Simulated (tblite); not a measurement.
# Geometry relaxation, with input and output: Si$_{4}$H$_{6}$O$_{5}$ (part 3 of 3)

The same run, continued: Si$_{4}$H$_{6}$O$_{5}$, SMILES O1[SiH2]O[SiH]2O[SiH2]O[SiH]1O2; GFN2-xTB geometry optimisation, gas phase (tblite 0.8.0). 

Geometry of the input (Å):
```
O  -0.2868  -0.2159  1.9783
Si 0.5563  -1.7435  2.2757
O  1.8722  -1.9540  1.1319
Si 2.0642  -1.0449  -0.3779
O  1.5224  0.6108  -0.0473
Si -0.1497  0.7680  0.5184
O  -1.1802  0.0618  -0.7251
Si -0.7505  -1.3485  -1.7215
O  0.9743  -1.6983  -1.6318
H  1.0608  -1.8029  3.5852
H  -0.3896  -2.8318  2.1290
H  3.4169  -1.0511  -0.7984
H  -0.5056  2.1172  0.7662
H  -1.1034  -1.1072  -3.0664
H  -1.4822  -2.4791  -1.2460
```

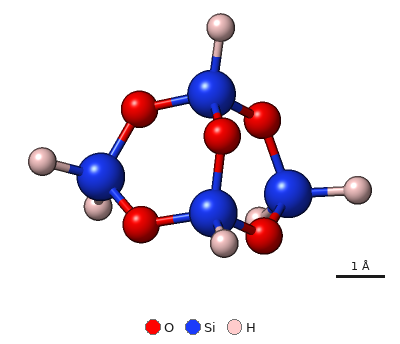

Fig. 1: The geometry at step 40 of the log (ball-and-stick view, seen at a tilt).

## Trajectory as extended XYZ, continued
```
15
Properties=species:S:1:pos:R:3:forces:R:3 step=33 energy=-840.17270
O    -0.2694   -0.3220    1.8441    0.0070   0.0110   0.0050
Si    0.5370   -1.7063    2.1623   -0.0140  -0.0110   0.0000
O     1.7100   -1.9193    1.0454   -0.0120   0.0080  -0.0110
Si    1.8960   -1.0690   -0.3256    0.0230   0.0000  -0.0110
O     1.4006    0.4499   -0.0131    0.0040   0.0120   0.0120
Si   -0.1381    0.5829    0.5022   -0.0040   0.0020  -0.0010
O    -1.0775   -0.0693   -0.6505   -0.0100   0.0050  -0.0090
Si   -0.6919   -1.3261   -1.6203   -0.0080   0.0030  -0.0030
O     0.8970   -1.6679   -1.4570    0.0010  -0.0030   0.0170
H     1.2212   -1.4827    3.4235    0.0110   0.0050  -0.0080
H    -0.4073   -2.8082    2.0279    0.0120   0.0120   0.0010
H     3.2589   -1.0228   -0.7675    0.0010  -0.0240   0.0020
H    -0.4218    1.9692    0.7382   -0.0200  -0.0330  -0.0010
H    -0.8544   -0.8393   -2.9795    0.0060  -0.0020   0.0160
H    -1.4409   -2.4885   -1.1599    0.0030   0.0170  -0.0090
15
Properties=species:S:1:pos:R:3:forces:R:3 step=34 energy=-840.17287
O    -0.2692   -0.3223    1.8447   -0.0010   0.0110   0.0040
Si    0.5380   -1.7057    2.1642   -0.0170  -0.0160  -0.0030
O     1.7089   -1.9191    1.0454   -0.0020  -0.0010  -0.0100
Si    1.8961   -1.0695   -0.3258    0.0240  -0.0060  -0.0110
O     1.4003    0.4488   -0.0118    0.0000   0.0180   0.0010
Si   -0.1391    0.5815    0.5020   -0.0030   0.0130   0.0030
O    -1.0792   -0.0690   -0.6511    0.0040  -0.0030  -0.0090
Si   -0.6918   -1.3249   -1.6220   -0.0140  -0.0010  -0.0090
O     0.8965   -1.6690   -1.4566    0.0010   0.0060   0.0170
H     1.2238   -1.4803    3.4243    0.0100   0.0050  -0.0090
H    -0.4057   -2.8086    2.0320    0.0130   0.0140   0.0030
H     3.2597   -1.0245   -0.7677   -0.0130  -0.0220   0.0060
H    -0.4233    1.9678    0.7383   -0.0180  -0.0350  -0.0020
H    -0.8533   -0.8369   -2.9814    0.0100  -0.0040   0.0260
H    -1.4423   -2.4877   -1.1644    0.0050   0.0200  -0.0090
15
Properties=species:S:1:pos:R:3:forces:R:3 step=35 energy=-840.17308
O    -0.2695   -0.3230    1.8455   -0.0080   0.0090   0.0030
Si    0.5394   -1.7049    2.1668   -0.0130  -0.0120  -0.0060
O     1.7073   -1.9196    1.0454    0.0080  -0.0100  -0.0060
Si    1.8958   -1.0706   -0.3259    0.0170  -0.0060  -0.0050
O     1.3996    0.4473   -0.0101   -0.0020   0.0180  -0.0120
Si   -0.1406    0.5792    0.5019    0.0010   0.0180   0.0060
O    -1.0815   -0.0691   -0.6519    0.0190  -0.0090  -0.0050
Si   -0.6917   -1.3231   -1.6244   -0.0140  -0.0040  -0.0100
O     0.8955   -1.6707   -1.4559   -0.0010   0.0140   0.0140
H     1.2282   -1.4754    3.4246    0.0080   0.0040  -0.0090
H    -0.4031   -2.8088    2.0376    0.0090   0.0100   0.0050
H     3.2597   -1.0272   -0.7676   -0.0180  -0.0200   0.0070
H    -0.4252    1.9649    0.7384   -0.0200  -0.0240  -0.0010
H    -0.8505   -0.8325   -2.9833    0.0110  -0.0030   0.0270
H    -1.4440   -2.4860   -1.1709    0.0020   0.0160  -0.0070
15
Properties=species:S:1:pos:R:3:forces:R:3 step=36 energy=-840.17324
O    -0.2705   -0.3240    1.8464   -0.0110   0.0040   0.0020
Si    0.5408   -1.7041    2.1693   -0.0040  -0.0020  -0.0080
O     1.7059   -1.9208    1.0453    0.0120  -0.0150  -0.0010
Si    1.8951   -1.0721   -0.3259    0.0050  -0.0010   0.0030
O     1.3985    0.4456   -0.0088   -0.0020   0.0140  -0.0200
Si   -0.1421    0.5767    0.5019    0.0050   0.0140   0.0060
O    -1.0835   -0.0698   -0.6524    0.0260  -0.0100   0.0000
Si   -0.6918   -1.3214   -1.6270   -0.0070  -0.0060  -0.0050
O     0.8943   -1.6723   -1.4552   -0.0030   0.0180   0.0080
H     1.2332   -1.4693    3.4242    0.0060   0.0010  -0.0090
H    -0.4002   -2.8088    2.0437    0.0010   0.0000   0.0070
H     3.2587   -1.0297   -0.7673   -0.0100  -0.0180   0.0040
H    -0.4269    1.9617    0.7384   -0.0230  -0.0040   0.0020
H    -0.8466   -0.8270   -2.9845    0.0100  -0.0010   0.0160
H    -1.4456   -2.4841   -1.1779   -0.0050   0.0060  -0.0050
15
Properties=species:S:1:pos:R:3:forces:R:3 step=37 energy=-840.17335
O    -0.2718   -0.3251    1.8469   -0.0080  -0.0010   0.0000
Si    0.5420   -1.7036    2.1710    0.0040   0.0050  -0.0080
O     1.7051   -1.9223    1.0454    0.0100  -0.0130   0.0020
Si    1.8942   -1.0734   -0.3256   -0.0050   0.0050   0.0090
O     1.3975    0.4444   -0.0084    0.0010   0.0080  -0.0210
Si   -0.1432    0.5750    0.5021    0.0080   0.0080   0.0040
O    -1.0845   -0.0708   -0.6526    0.0250  -0.0060   0.0050
Si   -0.6920   -1.3202   -1.6292    0.0010  -0.0060   0.0020
O     0.8933   -1.6734   -1.4546   -0.0030   0.0150   0.0020
H     1.2373   -1.4639    3.4235    0.0040  -0.0020  -0.0090
H    -0.3978   -2.8089    2.0489   -0.0060  -0.0080   0.0080
H     3.2574   -1.0316   -0.7670    0.0000  -0.0170   0.0010
H    -0.4281    1.9592    0.7384   -0.0260   0.0120   0.0050
H    -0.8430   -0.8222   -2.9851    0.0080   0.0030   0.0020
H    -1.4470   -2.4827   -1.1837   -0.0120  -0.0050  -0.0020
15
Properties=species:S:1:pos:R:3:forces:R:3 step=38 energy=-840.17346
O    -0.2732   -0.3261    1.8474   -0.0030  -0.0040  -0.0030
Si    0.5431   -1.7029    2.1726    0.0080   0.0090  -0.0070
O     1.7046   -1.9240    1.0455    0.0060  -0.0070   0.0040
Si    1.8934   -1.0746   -0.3252   -0.0120   0.0090   0.0120
O     1.3965    0.4434   -0.0085    0.0030   0.0030  -0.0170
Si   -0.1441    0.5736    0.5024    0.0100   0.0020   0.0020
O    -1.0849   -0.0719   -0.6527    0.0180  -0.0010   0.0090
Si   -0.6922   -1.3193   -1.6313    0.0070  -0.0050   0.0080
O     0.8923   -1.6741   -1.4541    0.0000   0.0090  -0.0030
H     1.2412   -1.4589    3.4229    0.0020  -0.0030  -0.0090
H    -0.3956   -2.8093    2.0545   -0.0090  -0.0110   0.0080
H     3.2561   -1.0335   -0.7667    0.0090  -0.0150  -0.0020
H    -0.4296    1.9573    0.7385   -0.0280   0.0220   0.0070
H    -0.8394   -0.8177   -2.9856    0.0050   0.0050  -0.0100
H    -1.4488   -2.4815   -1.1896   -0.0180  -0.0130   0.0000
15
Properties=species:S:1:pos:R:3:forces:R:3 step=39 energy=-840.17360
O    -0.2749   -0.3273    1.8479    0.0060  -0.0080  -0.0080
Si    0.5446   -1.7021    2.1745    0.0090   0.0080  -0.0050
O     1.7040   -1.9261    1.0457   -0.0010   0.0020   0.0060
Si    1.8925   -1.0760   -0.3246   -0.0150   0.0110   0.0120
O     1.3954    0.4424   -0.0089    0.0070  -0.0010  -0.0070
Si   -0.1450    0.5723    0.5029    0.0100  -0.0010   0.0000
O    -1.0849   -0.0731   -0.6528    0.0060   0.0050   0.0120
Si   -0.6924   -1.3181   -1.6340    0.0120  -0.0040   0.0130
O     0.8911   -1.6746   -1.4533    0.0050   0.0000  -0.0090
H     1.2460   -1.4532    3.4221    0.0010  -0.0040  -0.0090
H    -0.3928   -2.8100    2.0620   -0.0090  -0.0100   0.0070
H     3.2550   -1.0366   -0.7664    0.0120  -0.0130  -0.0020
H    -0.4324    1.9554    0.7389   -0.0260   0.0270   0.0070
H    -0.8352   -0.8122   -2.9867    0.0020   0.0070  -0.0200
H    -1.4515   -2.4802   -1.1973   -0.0200  -0.0180   0.0020
15
Properties=species:S:1:pos:R:3:forces:R:3 step=40 energy=-840.17376
O    -0.2761   -0.3282    1.8485    0.0140  -0.0100  -0.0130
Si    0.5462   -1.7012    2.1765    0.0060   0.0020  -0.0020
O     1.7035   -1.9279    1.0459   -0.0050   0.0110   0.0050
Si    1.8919   -1.0769   -0.3240   -0.0140   0.0070   0.0080
O     1.3946    0.4418   -0.0096    0.0080  -0.0020   0.0050
Si   -0.1456    0.5713    0.5034    0.0080   0.0010  -0.0010
O    -1.0845   -0.0741   -0.6529   -0.0050   0.0070   0.0130
Si   -0.6926   -1.3171   -1.6366    0.0120  -0.0020   0.0140
O     0.8900   -1.6748   -1.4525    0.0100  -0.0100  -0.0140
H     1.2509   -1.4482    3.4215   -0.0010  -0.0040  -0.0080
H    -0.3901   -2.8110    2.0701   -0.0050  -0.0040   0.0060
H     3.2546   -1.0409   -0.7661    0.0070  -0.0080   0.0000
H    -0.4370    1.9538    0.7395   -0.0200   0.0220   0.0070
H    -0.8313   -0.8071   -2.9882    0.0010   0.0060  -0.0210
H    -1.4550   -2.4791   -1.2054   -0.0170  -0.0170   0.0030
15
Properties=species:S:1:pos:R:3:forces:R:3 step=41 energy=-840.17388
O    -0.2761   -0.3285    1.8487    0.0170  -0.0080  -0.0160
Si    0.5470   -1.7007    2.1774    0.0010  -0.0050   0.0000
O     1.7032   -1.9284    1.0461   -0.0040   0.0150   0.0030
Si    1.8920   -1.0769   -0.3235   -0.0090   0.0010   0.0000
O     1.3946    0.4420   -0.0101    0.0080   0.0000   0.0130
Si   -0.1456    0.5714    0.5036    0.0040   0.0070  -0.0020
O    -1.0839   -0.0742   -0.6529   -0.0100   0.0030   0.0100
Si   -0.6925   -1.3166   -1.6377    0.0070   0.0000   0.0080
O     0.8897   -1.6745   -1.4520    0.0120  -0.0140  -0.0140
H     1.2534   -1.4466    3.4211   -0.0010  -0.0030  -0.0060
H    -0.3889   -2.8116    2.0744   -0.0010   0.0030   0.0040
H     3.2552   -1.0446   -0.7660   -0.0040  -0.0040   0.0040
H    -0.4416    1.9534    0.7402   -0.0110   0.0110   0.0040
H    -0.8297   -0.8052   -2.9896    0.0030   0.0030  -0.0120
H    -1.4575   -2.4786   -1.2096   -0.0100  -0.0080   0.0020
15
Properties=species:S:1:pos:R:3:forces:R:3 step=42 energy=-840.17395
O    -0.2752   -0.3282    1.8485    0.0130  -0.0040  -0.0140
Si    0.5471   -1.7007    2.1773   -0.0020  -0.0080   0.0010
O     1.7033   -1.9278    1.0461   -0.0010   0.0120   0.0010
Si    1.8924   -1.0764   -0.3234   -0.0050  -0.0030  -0.0050
O     1.3952    0.4426   -0.0102    0.0050   0.0020   0.0130
Si   -0.1452    0.5721    0.5037    0.0010   0.0100  -0.0030
O    -1.0834   -0.0737   -0.6529   -0.0080  -0.0020   0.0060
Si   -0.6924   -1.3166   -1.6375    0.0010   0.0000   0.0020
O     0.8901   -1.6741   -1.4521    0.0080  -0.0120  -0.0120
H     1.2536   -1.4477    3.4210    0.0000  -0.0010  -0.0030
H    -0.3891   -2.8116    2.0746    0.0010   0.0050   0.0030
H     3.2560   -1.0467   -0.7659   -0.0120  -0.0010   0.0060
H    -0.4444    1.9538    0.7407   -0.0050   0.0010   0.0030
H    -0.8300   -0.8058   -2.9902    0.0040   0.0000   0.0010
H    -1.4584   -2.4787   -1.2096   -0.0020   0.0000   0.0010
15
Properties=species:S:1:pos:R:3:forces:R:3 step=43 energy=-840.17398
O    -0.2744   -0.3280    1.8481    0.0080  -0.0010  -0.0100
Si    0.5469   -1.7009    2.1770   -0.0020  -0.0060   0.0010
O     1.7034   -1.9271    1.0461    0.0020   0.0070  -0.0010
Si    1.8925   -1.0760   -0.3235   -0.0030  -0.0040  -0.0070
O     1.3957    0.4431   -0.0099    0.0030   0.0030   0.0090
Si   -0.1448    0.5728    0.5036   -0.0010   0.0090  -0.0030
O    -1.0833   -0.0734   -0.6527   -0.0040  -0.0060   0.0020
Si   -0.6922   -1.3168   -1.6370   -0.0020   0.0010  -0.0020
O     0.8906   -1.6741   -1.4524    0.0030  -0.0070  -0.0080
H     1.2532   -1.4489    3.4209    0.0010  -0.0010  -0.0010
H    -0.3895   -2.8114    2.0738    0.0000   0.0040   0.0030
H     3.2562   -1.0475   -0.7657   -0.0120   0.0000   0.0060
H    -0.4458    1.9542    0.7409   -0.0020  -0.0020   0.0020
H    -0.8305   -0.8068   -2.9904    0.0050  -0.0020   0.0090
H    -1.4586   -2.4789   -1.2086    0.0030   0.0060   0.0000
15
Properties=species:S:1:pos:R:3:forces:R:3 step=44 energy=-840.17401
O    -0.2739   -0.3281    1.8476    0.0030   0.0010  -0.0040
Si    0.5470   -1.7011    2.1770   -0.0010  -0.0030   0.0010
O     1.7034   -1.9267    1.0461    0.0040   0.0010  -0.0020
Si    1.8922   -1.0760   -0.3236   -0.0020  -0.0030  -0.0070
O     1.3960    0.4433   -0.0095    0.0010   0.0020   0.0040
Si   -0.1447    0.5732    0.5035   -0.0010   0.0060  -0.0030
O    -1.0834   -0.0734   -0.6524    0.0000  -0.0070  -0.0010
Si   -0.6921   -1.3168   -1.6368   -0.0030   0.0000  -0.0030
O     0.8909   -1.6744   -1.4529   -0.0020  -0.0020  -0.0040
H     1.2535   -1.4489    3.4206    0.0020  -0.0010   0.0010
H    -0.3896   -2.8113    2.0739   -0.0020   0.0010   0.0020
H     3.2559   -1.0480   -0.7654   -0.0080   0.0010   0.0050
H    -0.4467    1.9543    0.7411   -0.0010  -0.0030   0.0010
H    -0.8301   -0.8067   -2.9904    0.0050  -0.0030   0.0120
H    -1.4589   -2.4788   -1.2086    0.0050   0.0080  -0.0010
15
Properties=species:S:1:pos:R:3:forces:R:3 step=45 energy=-840.17403
O    -0.2739   -0.3286    1.8471   -0.0010   0.0020   0.0000
Si    0.5473   -1.7011    2.1774    0.0010   0.0010   0.0000
O     1.7033   -1.9268    1.0462    0.0030  -0.0020  -0.0020
Si    1.8916   -1.0764   -0.3237   -0.0020  -0.0010  -0.0040
O     1.3959    0.4431   -0.0092    0.0000   0.0010   0.0000
Si   -0.1449    0.5731    0.5034   -0.0010   0.0010  -0.0030
O    -1.0837   -0.0740   -0.6522    0.0020  -0.0050  -0.0020
Si   -0.6920   -1.3165   -1.6373   -0.0020  -0.0010  -0.0020
O     0.8908   -1.6751   -1.4533   -0.0040   0.0010  -0.0010
H     1.2546   -1.4475    3.4203    0.0020  -0.0010   0.0030
H    -0.3891   -2.8113    2.0756   -0.0040  -0.0010   0.0020
H     3.2551   -1.0485   -0.7651   -0.0020   0.0020   0.0020
H    -0.4473    1.9540    0.7413   -0.0010  -0.0010   0.0010
H    -0.8289   -0.8054   -2.9904    0.0040  -0.0020   0.0080
H    -1.4595   -2.4785   -1.2101    0.0040   0.0070  -0.0010
15
Properties=species:S:1:pos:R:3:forces:R:3 step=46 energy=-840.17404
O    -0.2741   -0.3290    1.8470   -0.0010   0.0020   0.0010
Si    0.5477   -1.7010    2.1779    0.0010   0.0020   0.0000
O     1.7032   -1.9272    1.0463    0.0010  -0.0020  -0.0020
Si    1.8910   -1.0768   -0.3237   -0.0010   0.0010  -0.0020
O     1.3957    0.4427   -0.0090    0.0000   0.0000  -0.0020
Si   -0.1451    0.5729    0.5034    0.0000  -0.0010  -0.0020
O    -1.0840   -0.0745   -0.6521    0.0010  -0.0020  -0.0010
Si   -0.6921   -1.3163   -1.6379    0.0000  -0.0010   0.0000
O     0.8905   -1.6755   -1.4534   -0.0030   0.0010   0.0000
H     1.2557   -1.4460    3.4201    0.0010  -0.0020   0.0030
H    -0.3885   -2.8115    2.0776   -0.0040  -0.0010   0.0020
H     3.2545   -1.0488   -0.7649    0.0020   0.0020   0.0000
H    -0.4475    1.9537    0.7414   -0.0010   0.0000   0.0010
H    -0.8276   -0.8039   -2.9904    0.0030  -0.0010   0.0030
H    -1.4600   -2.4781   -1.2120    0.0020   0.0030   0.0000
```

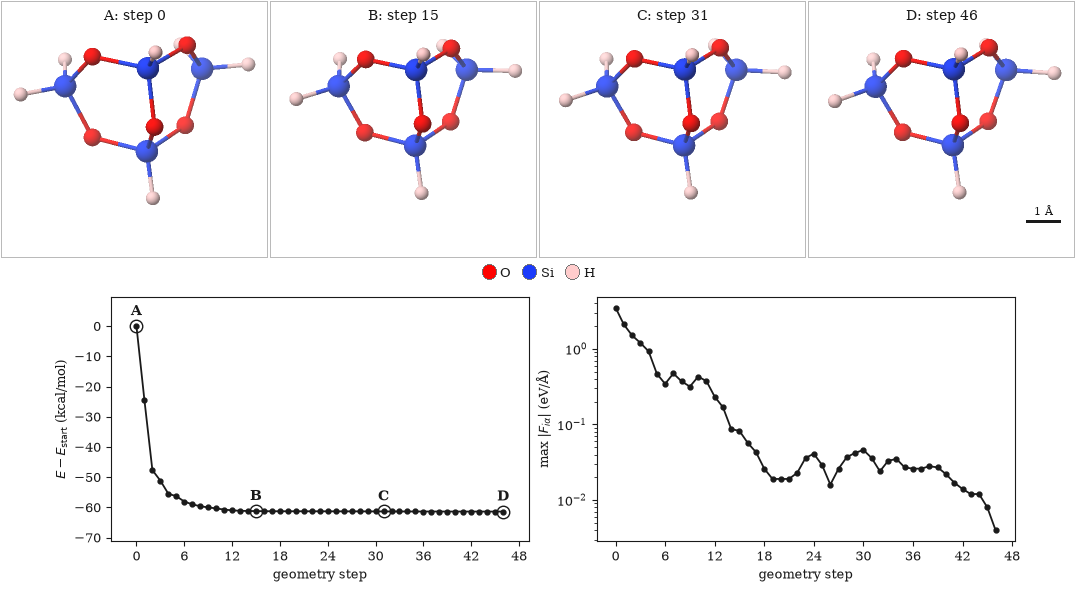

Fig. 2: Frames of the relaxation (ball-and-stick view, seen at a tilt) above the curves, on which the letters mark them (steps are counted from 0).

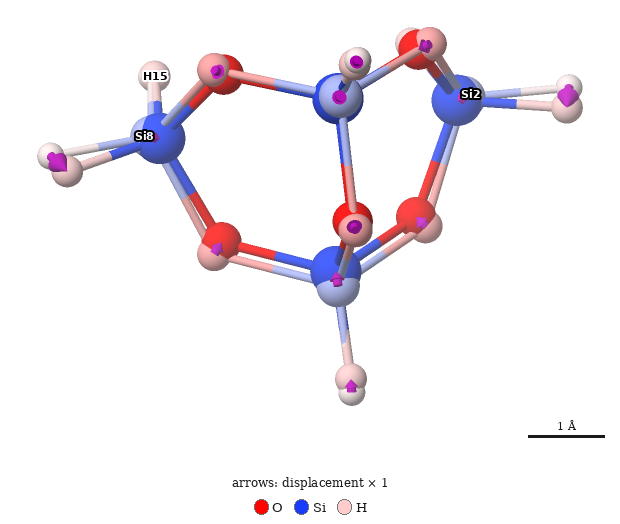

Fig. 3: Start (faint) and end (solid) with the displacements as pink arrows, at true length (ball-and-stick view, seen at a tilt). The two geometries are laid on each other by the best rigid fit. The energy falls by 61.4 kcal/mol in 46 geometry steps. Largest force component: 3.5 eV/Å at the start, 0.004 eV/Å at the end. H10 moves most after the best rigid fit: 0.44 Å. Largest moves by element: H 0.44 Å, O 0.21 Å, Si 0.20 Å. Distances before and after: Si4–O9 1.785 → 1.623 Å, O7–Si8 1.779 → 1.633 Å, O1–Si6 1.766 → 1.623 Å, Si6–O7 1.763 → 1.624 Å. Among the angles that change: H10–Si2–H11 107.3° → 120.4°, H14–Si8–H15 108.9° → 120.3°, O1–Si2–H10 111.4° → 105.7°. (Atoms are counted from 1 in the order of the input.)

## Summary

| quantity | value |
| --- | --- |
| outcome | converged |
| total energy | −840.1740 eV |
| wall time | 1.9 s |
| peak memory | 0.18 GiB |
